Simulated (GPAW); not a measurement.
Band structure of ZrScVNi₃ (R3m, 6 atoms in the cell).

```yaml
crystal:
  lattice:
    - [2.54001, 1.46648, 3.92295]
    - [-2.54001, 1.46648, 3.92295]
    - [0.00000, -2.93296, 3.92295]
  atoms:
    - { symbol: Zr, position: [0.99438, 0.99438, 0.99438] }
    - { symbol: Sc, position: [0.25357, 0.25357, 0.25357] }
    - { symbol: V, position: [0.62611, 0.62611, 0.62611], spin: 2.0 }
    - { symbol: Ni, position: [0.62486, 0.12620, 0.62486], spin: 2.0 }
    - { symbol: Ni, position: [0.62486, 0.62486, 0.12620], spin: 2.0 }
    - { symbol: Ni, position: [0.12620, 0.62486, 0.62486], spin: 2.0 }
```
(The spins are starting values, not results.)

Computed with LDA (Perdew-Wang 92), GPAW PAW datasets LDA (gpaw-data 1.0.1) (plane waves; GPAW).

Settings: spinpol = true; mode = pw; ecut = 850 eV; xc = LDA; kpts = 4 4 4; mesh shift (steps) = 0 0 0; occupations.name = methfessel-paxton; occupations.width = 0.05 eV; occupations.order = 0; nbands = -14; convergence.forces = 0.001 eV/Å; symmetry.symmorphic = false; symmetry.tolerance = 0.0005; maxiter = 150.

The starting cell comes from a database of computed structures (which also holds hypothetical and non-ambient phases and stackings), without a prior relaxation at this level. The moments shrank to a small part of their start, a low-spin state that need not be the lowest.

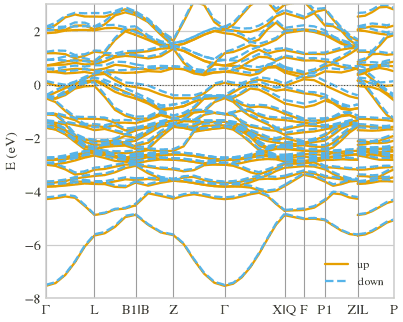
*Bands along the path, energies from the Fermi level.*

Levels in eV from the Fermi level, bands 40 to 47 of the first spin channel:
```tsv
point	40	41	42	43	44	45	46	47
Γ	-0.49	-0.49	-0.48	0.07	0.48	0.48	0.71	0.71
L	-0.05	0.14	0.16	0.36	0.40	0.54	0.76	0.85
B1	-1.28	-0.52	-0.43	-0.09	0.45	0.62	1.04	1.20
Z	-1.27	-0.89	-0.89	-0.51	0.61	0.61	1.34	1.36
X	-1.09	-0.71	-0.18	-0.05	0.45	0.51	1.02	1.29
F	-1.34	-0.86	-0.33	0.20	0.26	0.38	0.90	1.15
P1	-1.34	-0.60	-0.48	-0.03	0.49	0.68	0.86	1.14
P	-1.34	-0.60	-0.48	-0.03	0.49	0.68	0.86	1.14
```

Bands cross the Fermi level along this path, so the cell is metallic at this level.

The net moment of the cell came out as 0.62 μB.
